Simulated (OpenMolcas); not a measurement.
# C2HClFIn (SMILES C#[C][In]([F])[Cl]) at 5 levels

Wanted: a comparison of 5 runs (M06-2X/def2-SVP, M06-L/def2-SVP, PBE/def2-SVP, TPSS/def2-SVP, r2SCAN/def2-SVP) of C2HClFIn. 

The calculation is run with OpenMolcas 26.06.

**1. Starting point**

C2HClFIn has 6 atoms, charge 0, and is taken as a singlet. SMILES: `C#[C][In]([F])[Cl]`. The shape is that of a PBE0-D4/def2-TZVP optimisation.

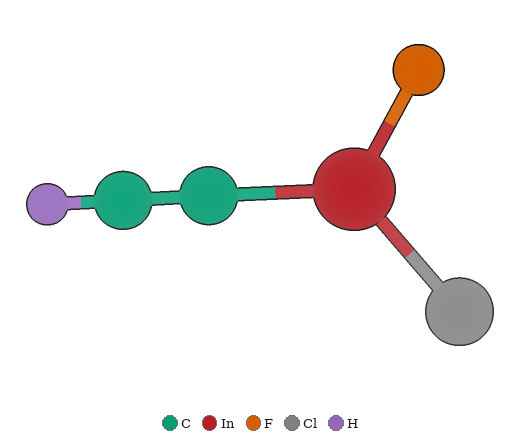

Viewed from a chosen angle; carbon teal, indium red, fluorine orange, chlorine grey, hydrogen purple.

**2. Energy and forces at M06-2X/def2-SVP (core potential) (run 1)**

calc.input

```
&GATEWAY
  BasLib = $CurrDir
  Coord
  6
  bohr
  C      2.05658894     0.64307380     3.21404619
  C      0.82940080     0.22695611     1.33924890
  In    -1.23928239    -0.44540845    -1.86081331
  F     -3.35161825    -3.41397922    -2.12348525
  Cl    -1.43468007     1.98326757    -5.44411199
  H      3.13977996     1.00609019     4.87530443
  Basis = def2-SVP
  Group = NoSym

&SEWARD
  GridInput
  Grid=UltraFine
  End of Grid

&SCF
  KSDFT = M062X
  Thresholds = 1e-10 1e-07 1e-07 1e-05
  PrOrbitals = 1

&ALASKA
```

The basis set def2-SVP is read from a file made from the Basis Set Exchange's data (not shown).

Started as:

```bash
export MOLCAS_MEM=1860
pymolcas calc.input > calc.log
```

What it wrote:

```text
--- Start Module: gateway ---
[...]
--- Stop Module: gateway /rc=_RC_ALL_IS_WELL_ ---
[...]
      Basis functions           91
[...]
--- Start Module: scf ---
[...]
       Convergence after  15 Iterations
[...]
::    Total KS-DFT energy                            -826.5644679856
[...]
      Total spin, S                                     0.0000000000
[...]
      Total electronic charge=   60.000000
      Total            charge=   -0.000000
[...]
      Dipole Moment (debye):
      Origin of the operator (angstrom)=   -0.5962   -0.0962   -1.0508
                   X=  1.9994E+00               Y=  1.2190E+00               Z=  2.3426E+00           Total=  3.3123E+00
      Quadrupole Moment (debye*angstrom):
[...]
--- Stop Module: scf /rc=_RC_ALL_IS_WELL_ ---
[...]
--- Start Module: alaska ---
[...]
 *              Molecular gradients               *
 **************************************************
  Irreducible representation: a
 ------------------------------------------------------------------------------------------
                              X                       Y                       Z
 ------------------------------------------------------------------------------------------
  C1               -5.51756643431300E-03   -1.75714522028114E-03   -8.60495938281147E-03
  C2                3.10188929660021E-03    6.45550146884277E-04    5.28906662583448E-03
  IN3               2.13984984884652E-03    4.14381768533545E-03   -1.23675038279281E-03
  F4                4.00780025040248E-03    5.69161596758860E-03    4.22360279455691E-04
  CL5               2.93197749215102E-04   -7.37412459219300E-03    1.02891138930374E-02
  H6               -4.02517071073127E-03   -1.34971398723882E-03   -6.15883103267478E-03
 ------------------------------------------------------------------------------------------
[...]
```

It took 22 s on 1 thread of Intel Xeon 6975P-C (Granite Rapids), shared host; peak memory 0.5 GiB.

**3. Energy and gradient at M06-L/def2-SVP (core potential) (run 2)**

struct.xyz

```xyz
6

C      1.088300     0.340300     1.700800
C      0.438900     0.120100     0.708700
In    -0.655800    -0.235700    -0.984700
F     -1.773600    -1.806600    -1.123700
Cl    -0.759200     1.049500    -2.880900
H      1.661500     0.532400     2.579900
```

mol.input

```
>>> EXPORT MOLCAS_PRINT=2
&GATEWAY
BasLib=$CurrDir
Coord=struct.xyz
Basis=def2-SVP
Group=NoSym
&SEWARD
GridInput
Grid=UltraFine
End of Grid
&SCF
KSDFT=M06L
Thresholds=1e-10 1e-07 1e-07 1e-05
PrOrbitals=1
&ALASKA
```

The basis set def2-SVP is read from a file made from the Basis Set Exchange's data (not shown).

Started as:

```bash
export MOLCAS_MEM=1860
pymolcas mol.input > mol.log
```

What it wrote:

```text
--- Start Module: gateway ---
[...]
--- Stop Module: gateway /rc=_RC_ALL_IS_WELL_ ---
[...]
      Basis functions           91
[...]
--- Start Module: scf ---
[...]
       Convergence after  20 Iterations
[...]
::    Total KS-DFT energy                            -826.8337902695
[...]
      Total spin, S                                     0.0000000000
[...]
      Total electronic charge=   60.000000
      Total            charge=   -0.000000
[...]
      Dipole Moment (debye):
      Origin of the operator (angstrom)=   -0.5962   -0.0962   -1.0508
                   X=  1.8625E+00               Y=  1.0257E+00               Z=  2.3269E+00           Total=  3.1520E+00
      Quadrupole Moment (debye*angstrom):
[...]
--- Stop Module: scf /rc=_RC_ALL_IS_WELL_ ---
[...]
--- Start Module: alaska ---
[...]
 *              Molecular gradients               *
 **************************************************
  Irreducible representation: a
 ------------------------------------------------------------------------------------------
                              X                       Y                       Z
 ------------------------------------------------------------------------------------------
  C1               -1.27669993588597E-02   -4.27422532171384E-03   -1.95988007405354E-02
  C2                1.00305479583672E-02    2.80098337104012E-03    1.61269621218918E-02
  IN3              -2.01477065984901E-03   -5.32274965951984E-04   -3.28319781488151E-03
  F4                7.61420368570676E-03    1.05795081225715E-02    1.10809150547142E-03
  CL5               2.85961797914736E-04   -7.55379197779504E-03    1.05111515933061E-02
  H6               -3.14894342326300E-03   -1.02019922817154E-03   -4.86420666538301E-03
 ------------------------------------------------------------------------------------------
[...]
```

Wall time 30 s (1 thread of Intel Xeon 6975P-C (Granite Rapids), shared host); peak memory 0.5 GiB.

Runs 3 to 4 aren't shown in full; the table further down has their settings and results.

**4. Energy and forces at r2SCAN/def2-SVP (core potential) (run 5)**

test.inp

```
* C2HClFIn Kohn-Sham DFT
&GATEWAY
BASLIB=$CurrDir
COORD
6
angstrom
C        1.088300       0.340300       1.700800
C        0.438900       0.120100       0.708700
In      -0.655800      -0.235700      -0.984700
F       -1.773600      -1.806600      -1.123700
Cl      -0.759200       1.049500      -2.880900
H        1.661500       0.532400       2.579900
BASIS=def2-SVP
GROUP=NoSym
&SEWARD
GRIDINPUT
Grid=UltraFine
End of Grid
&SCF
KSDFT=2
1.0 MGGA_X_R2SCAN
1.0 MGGA_C_R2SCAN
THRESHOLDS=1e-10 1e-07 1e-07 1e-05
PRORBITALS=0
&ALASKA
```

The basis set def2-SVP is read from a file made from the Basis Set Exchange's data (not shown).

Started as:

```bash
export MOLCAS_MEM=1860
pymolcas test.inp > test.log
```

What it wrote:

```text
--- Start Module: gateway ---
[...]
--- Stop Module: gateway /rc=_RC_ALL_IS_WELL_ ---
[...]
      Basis functions           91
[...]
--- Start Module: scf ---
[...]
       Convergence after  21 Iterations
[...]
::    Total KS-DFT energy                            -826.6555516571
[...]
      Total spin, S                                     0.0000000000
[...]
      Total electronic charge=   60.000000
      Total            charge=   -0.000000
[...]
      Dipole Moment (debye):
      Origin of the operator (angstrom)=   -0.5962   -0.0962   -1.0508
                   X=  1.8850E+00               Y=  1.0943E+00               Z=  2.2810E+00           Total=  3.1549E+00
      Quadrupole Moment (debye*angstrom):
[...]
--- Stop Module: scf /rc=_RC_ALL_IS_WELL_ ---
[...]
--- Start Module: alaska ---
[...]
 *              Molecular gradients               *
 **************************************************
  Irreducible representation: a
 ------------------------------------------------------------------------------------------
                              X                       Y                       Z
 ------------------------------------------------------------------------------------------
  C1               -1.25961048661569E-02   -4.24935795052672E-03   -1.92936806430541E-02
  C2                1.37347376236503E-02    4.16528489022189E-03    2.16456252708319E-02
  IN3              -1.99252850390930E-03    8.04207962566750E-04   -4.99960815073042E-03
  F4                4.72781818982071E-03    6.49748375083092E-03    7.82898544887223E-04
  CL5               2.61623624637330E-04   -5.86776163628144E-03    8.24335850114721E-03
  H6               -4.13554606809274E-03   -1.34985701696588E-03   -6.37859352300474E-03
 ------------------------------------------------------------------------------------------
[...]
```

Run time: 27 s. Hardware: 1 thread of Intel Xeon 6975P-C (Granite Rapids), shared host; peak memory 0.5 GiB.

**5. Overview of the runs**

| run | level | energy (Eh) | dipole moment (D) | HOMO energy (eV) | LUMO energy (eV) | wall time |
| --- | --- | --- | --- | --- | --- | --- |
| 1 | M06-2X/def2-SVP (core potential) | -826.564468 | 3.31 | -10.15 | -1.33 | 22 s |
| 2 | M06-L/def2-SVP (core potential) | -826.833790 | 3.15 | -7.87 | -2.40 | 30 s |
| 3 | PBE/def2-SVP (core potential) | -826.320137 | 2.93 | -7.57 | -2.66 | 21 s |
| 4 | TPSS/def2-SVP (core potential) | -826.669037 | 3.01 | -7.60 | -2.53 | 27 s |
| 5 | r2SCAN/def2-SVP (core potential) | -826.655552 | 3.15 | -7.92 | -2.46 | 27 s |

**6. Summary of results**

| quantity | value |
| --- | --- |
| run 5: total energy | -826.65555 Eh |
| run 5: dipole moment | 3.15 D |
| run 5: HOMO energy | -7.92 eV |
| run 5: LUMO energy | -2.46 eV |
| run 5: HOMO–LUMO gap | 5.46 eV |
| run 5: largest force on an atom | 1.336 eV/Å |

**Reading.** The dipole moment (its size) runs from 2.93 D (PBE/def2-SVP) to 3.31 D (M06-2X/def2-SVP). The HOMO–LUMO gap runs from 4.92 eV (PBE/def2-SVP) to 8.82 eV (M06-2X/def2-SVP). Totals of different functionals can't be ranked against each other. All runs together took 2.1 min, the longest 30 s.
